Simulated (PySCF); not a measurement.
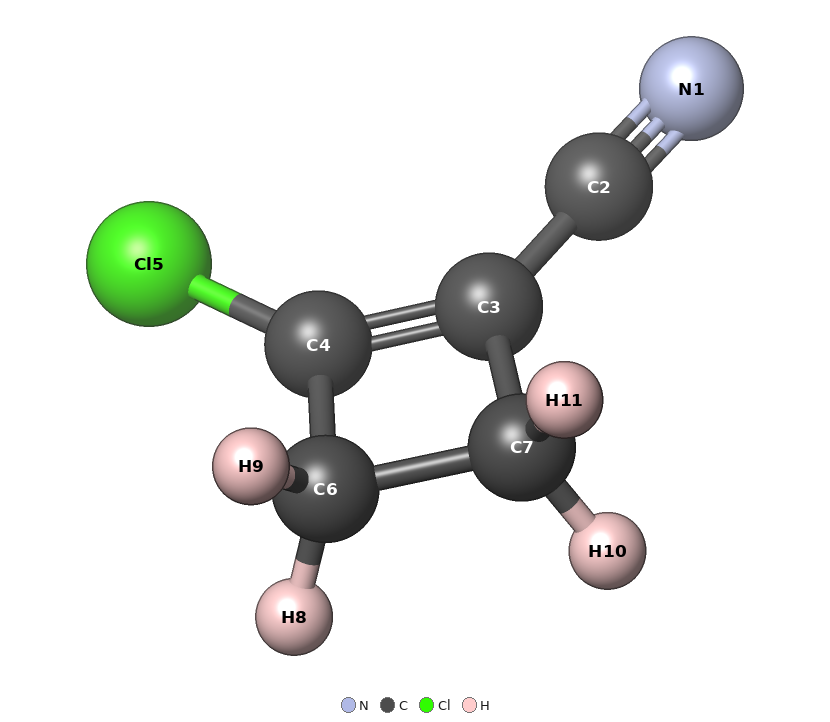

Computed geometry: GFN2-xTB optimisation. No frequency run is at hand to confirm it as a minimum. Properties computed with delta-SCF UKS SCAN, pcX-2 on the ionised atom, pcseg-1 elsewhere, spin-free X2C (PySCF 2.14.0).

Give the core-electron binding energies (to vacuum; p and d levels without spin–orbit splitting) of N1 1s, C2 1s, C3 1s, C4 1s, Cl5 1s, Cl5 2p, C6 1s, C7 1s.

```
atom  level  binding energy (eV)
  N1     1s                404.7
  C2     1s                292.1
  C3     1s                291.7
  C4     1s                292.5
 Cl5     1s               2829.5
 Cl5     2p                207.5
  C6     1s                291.7
  C7     1s                291.6
```
